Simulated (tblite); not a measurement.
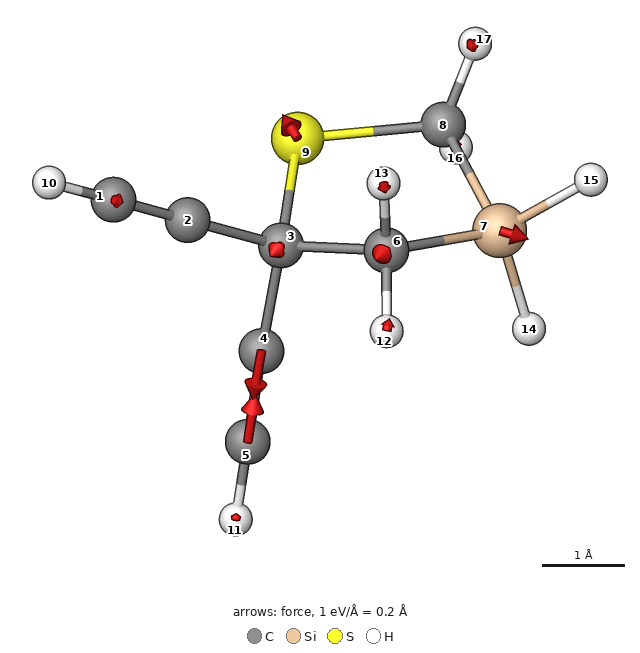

Starting geometry of C7H8SSi with the computed forces as red arrows. The picture is a ball-and-stick view, seen at a tilt.

Method: GFN2-xTB geometry optimisation, gas phase in tblite. 

Q: Is this structure relaxed? If not, where do the atoms go?

A: It isn't relaxed: the largest force vector, on C4, is 3.43 eV/Å. The final displacements have little in common with the starting forces (cosine between the two patterns 0.10). The largest move after the best rigid fit is that of H16, 0.85 Å. Largest moves by element: H 0.85 Å, C 0.51 Å, S 0.36 Å, Si 0.18 Å. Some distances before and after: C3–S9 1.809 → 1.875 Å, C6–Si7 1.849 → 1.906 Å, Si7–C8 1.865 → 1.912 Å, C2–C3 1.485 → 1.447 Å. Bond angles that change, for instance: C3–S9–C8 107.1° → 95.8°, S9–C8–H17 112.8° → 106.0°, H16–C8–H17 114.7° → 108.3°. Groups turn about C8–S9 by about 30°, Si7–C8 by about 25°, C3–S9 by about 25°. Over 119 geometry steps the energy falls by 45.5 kJ/mol.
